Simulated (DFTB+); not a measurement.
# Run report: C$_{2}$H$_{6}$AlO, geometry relaxation (part 2 of 4)

The same run, continued: C$_{2}$H$_{6}$AlO, multiplicity 2; GFN1-xTB, R-SCC, dispersion built in (DFTB+ 25.1). The geometry comes from this level: PBE0-D4/def2-TZVP.

Geometry of the input (Å):
```
C  -1.1610  1.4613  -0.1037
Al 0.2399  0.1462  -0.2623
C  0.2750  -1.5026  0.7640
O  1.5255  0.4147  -1.3464
H  -1.2071  2.3948  -0.6633
H  -2.0131  1.3564  0.5673
H  -0.6298  -2.0957  0.5975
H  1.1361  -2.1219  0.5034
H  0.3208  -1.2997  1.8389
H  1.5968  1.1952  -1.8924
```

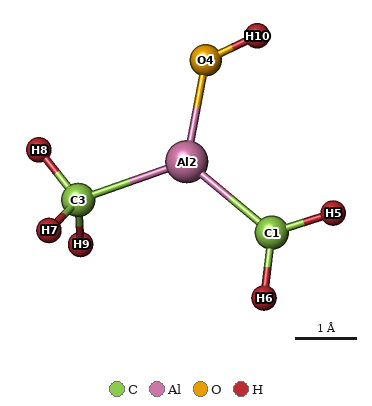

Figure 1. The structure as given in the input (ball-and-stick view, seen at a tilt; atoms are numbered from 1 in the order of the input). Sticks mark near contacts.

### Log, continued
```
--------------------------------------------------------------------------------

***  Geometry step: 13

 iSCC Total electronic   Diff electronic      SCC error
    1   -0.13526088E+02    0.00000000E+00    0.31238346E-02
    2   -0.13526096E+02    0.59968776E-03    0.13926220E-02
    3   -0.13526098E+02   -0.78473442E-05    0.79489665E-03
    4   -0.13526098E+02   -0.20124541E-05    0.18240369E-03
    5   -0.13526098E+02   -0.54401546E-07    0.50855467E-04
    6   -0.13526098E+02   -0.68343677E-08    0.15679404E-04
    7   -0.13526098E+02   -0.83552010E-09    0.30287879E-05

Total Energy:                      -13.4018009257 H         -364.6816 eV
Extrapolated to 0K:                -13.4018009257 H         -364.6816 eV
Total Mermin free energy:          -13.4018009257 H         -364.6816 eV
Force related energy:              -13.4018009257 H         -364.6816 eV

Maximal force component:             0.864470E-02
Averaged force norm:                 0.566658E-02

--------------------------------------------------------------------------------

***  Geometry step: 14

 iSCC Total electronic   Diff electronic      SCC error
    1   -0.13526485E+02    0.00000000E+00    0.98882669E-03
    2   -0.13526485E+02   -0.38688328E-03    0.44097220E-03
    3   -0.13526485E+02   -0.77998102E-06    0.24205380E-03
    4   -0.13526485E+02   -0.19934285E-06    0.56674107E-04
    5   -0.13526485E+02   -0.57734812E-08    0.16632847E-04
    6   -0.13526485E+02   -0.61162986E-09    0.20982503E-05

Total Energy:                      -13.4018484189 H         -364.6829 eV
Extrapolated to 0K:                -13.4018484189 H         -364.6829 eV
Total Mermin free energy:          -13.4018484189 H         -364.6829 eV
Force related energy:              -13.4018484189 H         -364.6829 eV

Maximal force component:             0.561520E-02
Averaged force norm:                 0.373738E-02

--------------------------------------------------------------------------------

***  Geometry step: 15

 iSCC Total electronic   Diff electronic      SCC error
    1   -0.13528998E+02    0.00000000E+00    0.89059484E-02
    2   -0.13529022E+02   -0.25120425E-02    0.54970388E-02
    3   -0.13529031E+02   -0.24839733E-04    0.14881674E-02
    4   -0.13529031E+02   -0.86477941E-05    0.20866460E-03
    5   -0.13529031E+02   -0.32904014E-06    0.56612039E-04
    6   -0.13529031E+02   -0.38935120E-07    0.33246793E-04
    7   -0.13529031E+02   -0.27397071E-08    0.17744624E-05

Total Energy:                      -13.4018275230 H         -364.6823 eV
Extrapolated to 0K:                -13.4018275230 H         -364.6823 eV
Total Mermin free energy:          -13.4018275230 H         -364.6823 eV
Force related energy:              -13.4018275230 H         -364.6823 eV

Maximal force component:             0.102214E-01
Averaged force norm:                 0.643191E-02

--------------------------------------------------------------------------------

***  Geometry step: 16

 iSCC Total electronic   Diff electronic      SCC error
    1   -0.13527836E+02    0.00000000E+00    0.44968423E-02
    2   -0.13527843E+02    0.11953026E-02    0.27526049E-02
    3   -0.13527845E+02   -0.64922687E-05    0.74223271E-03
    4   -0.13527845E+02   -0.22148396E-05    0.95600856E-04
    5   -0.13527845E+02   -0.76413547E-07    0.26117893E-04
    6   -0.13527845E+02   -0.11728636E-07    0.13327863E-04
    7   -0.13527845E+02   -0.20818902E-09    0.91582401E-06

Total Energy:                      -13.4019778280 H         -364.6864 eV
Extrapolated to 0K:                -13.4019778280 H         -364.6864 eV
Total Mermin free energy:          -13.4019778280 H         -364.6864 eV
Force related energy:              -13.4019778280 H         -364.6864 eV

Maximal force component:             0.236479E-02
Averaged force norm:                 0.220517E-02

--------------------------------------------------------------------------------

***  Geometry step: 17

 iSCC Total electronic   Diff electronic      SCC error
    1   -0.13527616E+02    0.00000000E+00    0.10292624E-02
    2   -0.13527616E+02    0.22884746E-03    0.66259975E-03
    3   -0.13527616E+02   -0.24914216E-06    0.26193254E-03
    4   -0.13527616E+02   -0.70615702E-07    0.35681920E-04
    5   -0.13527616E+02   -0.71852941E-08    0.13164872E-04
    6   -0.13527616E+02   -0.14650006E-08    0.84996696E-06

Total Energy:                      -13.4021003153 H         -364.6897 eV
Extrapolated to 0K:                -13.4021003153 H         -364.6897 eV
Total Mermin free energy:          -13.4021003153 H         -364.6897 eV
Force related energy:              -13.4021003153 H         -364.6897 eV

Maximal force component:             0.214604E-02
Averaged force norm:                 0.187501E-02

--------------------------------------------------------------------------------

***  Geometry step: 18

 iSCC Total electronic   Diff electronic      SCC error
    1   -0.13526899E+02    0.00000000E+00    0.16750576E-02
    2   -0.13526900E+02    0.71707210E-03    0.10834338E-02
    3   -0.13526900E+02   -0.75595005E-06    0.44024337E-03
    4   -0.13526900E+02   -0.22502700E-06    0.63417832E-04
    5   -0.13526900E+02   -0.18393166E-07    0.22189863E-04
    6   -0.13526900E+02   -0.43405066E-08    0.32777281E-05

Total Energy:                      -13.4021292725 H         -364.6905 eV
Extrapolated to 0K:                -13.4021292725 H         -364.6905 eV
Total Mermin free energy:          -13.4021292725 H         -364.6905 eV
Force related energy:              -13.4021292725 H         -364.6905 eV

Maximal force component:             0.462998E-02
Averaged force norm:                 0.366448E-02

--------------------------------------------------------------------------------

***  Geometry step: 19

 iSCC Total electronic   Diff electronic      SCC error
    1   -0.13527225E+02    0.00000000E+00    0.64491558E-03
    2   -0.13527225E+02   -0.32492318E-03    0.41684497E-03
    3   -0.13527225E+02   -0.11759071E-06    0.17061681E-03
    4   -0.13527225E+02   -0.35704838E-07    0.24100006E-04
    5   -0.13527225E+02   -0.27953053E-08    0.87432672E-05

Total Energy:                      -13.4021445476 H         -364.6909 eV
Extrapolated to 0K:                -13.4021445476 H         -364.6909 eV
Total Mermin free energy:          -13.4021445476 H         -364.6909 eV
Force related energy:              -13.4021445476 H         -364.6909 eV

Maximal force component:             0.350798E-02
Averaged force norm:                 0.274511E-02

--------------------------------------------------------------------------------

***  Geometry step: 20

 iSCC Total electronic   Diff electronic      SCC error
    1   -0.13526680E+02    0.00000000E+00    0.16600904E-02
    2   -0.13526680E+02    0.54575909E-03    0.13332818E-02
    3   -0.13526680E+02   -0.36938757E-06    0.56720024E-03
    4   -0.13526680E+02   -0.46201059E-07    0.80211406E-04
    5   -0.13526680E+02   -0.98962834E-07    0.13263697E-04
    6   -0.13526680E+02   -0.17611690E-08    0.32313704E-05

Total Energy:                      -13.4023592033 H         -364.6967 eV
Extrapolated to 0K:                -13.4023592033 H         -364.6967 eV
Total Mermin free energy:          -13.4023592033 H         -364.6967 eV
Force related energy:              -13.4023592033 H         -364.6967 eV

Maximal force component:             0.320659E-02
Averaged force norm:                 0.224644E-02

--------------------------------------------------------------------------------

***  Geometry step: 21

 iSCC Total electronic   Diff electronic      SCC error
    1   -0.13524538E+02    0.00000000E+00    0.26129939E-02
    2   -0.13524538E+02    0.21424966E-02    0.21297996E-02
    3   -0.13524539E+02   -0.83703977E-06    0.90041792E-03
    4   -0.13524539E+02   -0.65566853E-07    0.13037737E-03
    5   -0.13524539E+02   -0.22952942E-06    0.15752149E-04
    6   -0.13524539E+02   -0.30541880E-08    0.40850116E-05

Total Energy:                      -13.4022394518 H         -364.6935 eV
Extrapolated to 0K:                -13.4022394518 H         -364.6935 eV
Total Mermin free energy:          -13.4022394518 H         -364.6935 eV
Force related energy:              -13.4022394518 H         -364.6935 eV

Maximal force component:             0.101838E-01
Averaged force norm:                 0.542642E-02

--------------------------------------------------------------------------------

***  Geometry step: 22

 iSCC Total electronic   Diff electronic      SCC error
    1   -0.13526225E+02    0.00000000E+00    0.18525031E-02
    2   -0.13526225E+02   -0.16857495E-02    0.15159723E-02
    3   -0.13526225E+02   -0.42800316E-06    0.63367311E-03
    4   -0.13526225E+02   -0.33010073E-07    0.90316042E-04
    5   -0.13526225E+02   -0.11927159E-06    0.75743054E-05

Total Energy:                      -13.4023802596 H         -364.6973 eV
Extrapolated to 0K:                -13.4023802596 H         -364.6973 eV
Total Mermin free energy:          -13.4023802596 H         -364.6973 eV
Force related energy:              -13.4023802596 H         -364.6973 eV

Maximal force component:             0.526016E-02
Averaged force norm:                 0.303727E-02

--------------------------------------------------------------------------------

***  Geometry step: 23

 iSCC Total electronic   Diff electronic      SCC error
    1   -0.13523027E+02    0.00000000E+00    0.50188597E-02
    2   -0.13523041E+02    0.31985071E-02    0.25041160E-02
    3   -0.13523045E+02   -0.14835500E-04    0.55545758E-03
    4   -0.13523045E+02   -0.35003418E-05    0.13636377E-03
    5   -0.13523045E+02   -0.54214853E-07    0.44263876E-04
    6   -0.13523045E+02   -0.58955738E-08    0.17031414E-04
    7   -0.13523045E+02   -0.10856525E-08    0.36521620E-05

Total Energy:                      -13.4024649882 H         -364.6996 eV
Extrapolated to 0K:                -13.4024649882 H         -364.6996 eV
Total Mermin free energy:          -13.4024649882 H         -364.6996 eV
Force related energy:              -13.4024649882 H         -364.6996 eV

Maximal force component:             0.669403E-02
Averaged force norm:                 0.486200E-02

--------------------------------------------------------------------------------

***  Geometry step: 24

 iSCC Total electronic   Diff electronic      SCC error
    1   -0.13524530E+02    0.00000000E+00    0.20669756E-02
    2   -0.13524533E+02   -0.14850483E-02    0.10394884E-02
    3   -0.13524533E+02   -0.25313803E-05    0.27105630E-03
    4   -0.13524533E+02   -0.60682305E-06    0.62965693E-04
    5   -0.13524533E+02   -0.97292876E-08    0.17489311E-04
    6   -0.13524533E+02   -0.12308021E-08    0.45132355E-05

Total Energy:                      -13.4025199176 H         -364.7011 eV
Extrapolated to 0K:                -13.4025199176 H         -364.7011 eV
Total Mermin free energy:          -13.4025199176 H         -364.7011 eV
Force related energy:              -13.4025199176 H         -364.7011 eV

Maximal force component:             0.338411E-02
Averaged force norm:                 0.265919E-02

--------------------------------------------------------------------------------

***  Geometry step: 25

 iSCC Total electronic   Diff electronic      SCC error
    1   -0.13526727E+02    0.00000000E+00    0.53298925E-02
    2   -0.13526741E+02   -0.21933984E-02    0.33297988E-02
    3   -0.13526746E+02   -0.14585364E-04    0.85604102E-03
    4   -0.13526746E+02   -0.45717614E-05    0.29371211E-03
    5   -0.13526746E+02   -0.67360736E-07    0.31763282E-04
    6   -0.13526746E+02   -0.47211106E-07    0.18841615E-04
    7   -0.13526746E+02   -0.71375261E-09    0.23369751E-05

Total Energy:                      -13.4025789675 H         -364.7027 eV
Extrapolated to 0K:                -13.4025789675 H         -364.7027 eV
Total Mermin free energy:          -13.4025789675 H         -364.7027 eV
Force related energy:              -13.4025789675 H         -364.7027 eV

Maximal force component:             0.760566E-02
Averaged force norm:                 0.450720E-02

--------------------------------------------------------------------------------

***  Geometry step: 26

 iSCC Total electronic   Diff electronic      SCC error
    1   -0.13525986E+02    0.00000000E+00    0.19298967E-02
    2   -0.13525988E+02    0.75974581E-03    0.11994475E-02
    3   -0.13525989E+02   -0.19647120E-05    0.30576978E-03
    4   -0.13525989E+02   -0.61118369E-06    0.10231248E-03
    5   -0.13525989E+02   -0.83544212E-08    0.11778079E-04
    6   -0.13525989E+02   -0.64175243E-08    0.48648475E-05

Total Energy:                      -13.4026144267 H         -364.7037 eV
Extrapolated to 0K:                -13.4026144267 H         -364.7037 eV
Total Mermin free energy:          -13.4026144267 H         -364.7037 eV
Force related energy:              -13.4026144267 H         -364.7037 eV

Maximal force component:             0.407254E-02
Averaged force norm:                 0.255789E-02

--------------------------------------------------------------------------------

***  Geometry step: 27

 iSCC Total electronic   Diff electronic      SCC error
    1   -0.13526857E+02    0.00000000E+00    0.11907198E-02
    2   -0.13526857E+02   -0.86827452E-03    0.75501960E-03
    3   -0.13526857E+02   -0.21559559E-06    0.26199689E-03
    4   -0.13526857E+02   -0.43282128E-07    0.37276898E-04
    5   -0.13526857E+02   -0.14854340E-07    0.88702550E-05

Total Energy:                      -13.4027193462 H         -364.7065 eV
Extrapolated to 0K:                -13.4027193462 H         -364.7065 eV
Total Mermin free energy:          -13.4027193462 H         -364.7065 eV
Force related energy:              -13.4027193462 H         -364.7065 eV

Maximal force component:             0.259880E-02
Averaged force norm:                 0.187355E-02

--------------------------------------------------------------------------------

***  Geometry step: 28

 iSCC Total electronic   Diff electronic      SCC error
    1   -0.13527897E+02    0.00000000E+00    0.19725286E-02
    2   -0.13527898E+02   -0.10399015E-02    0.12404499E-02
    3   -0.13527898E+02   -0.57074014E-06    0.42697880E-03
    4   -0.13527898E+02   -0.11321029E-06    0.73400778E-04
    5   -0.13527898E+02   -0.42161771E-07    0.96640361E-05

Total Energy:                      -13.4026944617 H         -364.7059 eV
Extrapolated to 0K:                -13.4026944617 H         -364.7059 eV
Total Mermin free energy:          -13.4026944617 H         -364.7059 eV
Force related energy:              -13.4026944617 H         -364.7059 eV

Maximal force component:             0.551611E-02
Averaged force norm:                 0.396269E-02

--------------------------------------------------------------------------------

***  Geometry step: 29

 iSCC Total electronic   Diff electronic      SCC error
    1   -0.13527314E+02    0.00000000E+00    0.12157419E-02
    2   -0.13527314E+02    0.58428911E-03    0.76004265E-03
    3   -0.13527314E+02   -0.21675707E-06    0.25866611E-03
    4   -0.13527314E+02   -0.43186210E-07    0.46221236E-04
    5   -0.13527314E+02   -0.15922346E-07    0.43679582E-05

Total Energy:                      -13.4027402779 H         -364.7071 eV
Extrapolated to 0K:                -13.4027402779 H         -364.7071 eV
Total Mermin free energy:          -13.4027402779 H         -364.7071 eV
Force related energy:              -13.4027402779 H         -364.7071 eV

Maximal force component:             0.313822E-02
Averaged force norm:                 0.231387E-02

--------------------------------------------------------------------------------

***  Geometry step: 30

 iSCC Total electronic   Diff electronic      SCC error
    1   -0.13528783E+02    0.00000000E+00    0.37411458E-02
    2   -0.13528788E+02   -0.14690989E-02    0.19941752E-02
    3   -0.13528789E+02   -0.52692737E-05    0.90033333E-03
    4   -0.13528790E+02   -0.12257574E-05    0.94251793E-04
    5   -0.13528790E+02   -0.61117570E-07    0.27165973E-04
    6   -0.13528790E+02   -0.44190980E-08    0.13892923E-04
    7   -0.13528790E+02   -0.25418068E-09    0.20366762E-05

Total Energy:                      -13.4028553346 H         -364.7102 eV
Extrapolated to 0K:                -13.4028553346 H         -364.7102 eV
Total Mermin free energy:          -13.4028553346 H         -364.7102 eV
Force related energy:              -13.4028553346 H         -364.7102 eV

Maximal force component:             0.275638E-02
Averaged force norm:                 0.231940E-02

--------------------------------------------------------------------------------

***  Geometry step: 31

 iSCC Total electronic   Diff electronic      SCC error
    1   -0.13528614E+02    0.00000000E+00    0.50894320E-03
    2   -0.13528614E+02    0.17564352E-03    0.27122043E-03
    3   -0.13528614E+02   -0.98071883E-07    0.12310403E-03
    4   -0.13528614E+02   -0.22795446E-07    0.12608029E-04
    5   -0.13528614E+02   -0.10486882E-08    0.31060269E-05

Total Energy:                      -13.4028582796 H         -364.7103 eV
Extrapolated to 0K:                -13.4028582796 H         -364.7103 eV
Total Mermin free energy:          -13.4028582796 H         -364.7103 eV
Force related energy:              -13.4028582796 H         -364.7103 eV

Maximal force component:             0.235559E-02
Averaged force norm:                 0.196699E-02
```
